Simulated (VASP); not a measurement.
Band structure of TiAl (L1_0). Method: AM05 GGA, VASP's PBE PAW potentials (set 64) (plane waves; VASP).

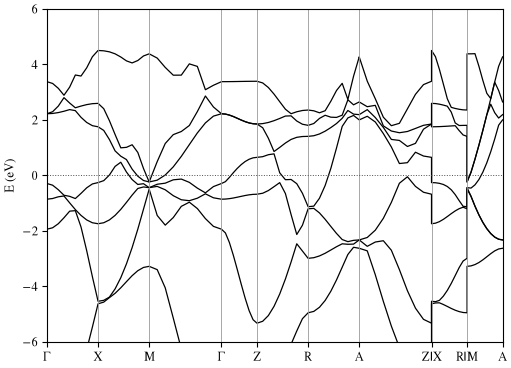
Figure: Bands along high-symmetry lines, zero at the valence-band maximum or, without a gap, the Fermi level

Read the plot: is there a gap, and where are the band edges?

It has no gap at this level: it comes out as a metal or semimetal. (Edges off the drawn lines would not show.)

The compound is TiAl in the L1_0 structure. It was relaxed first. The electron count is odd and the run is not spin-polarised, which forces a metal.
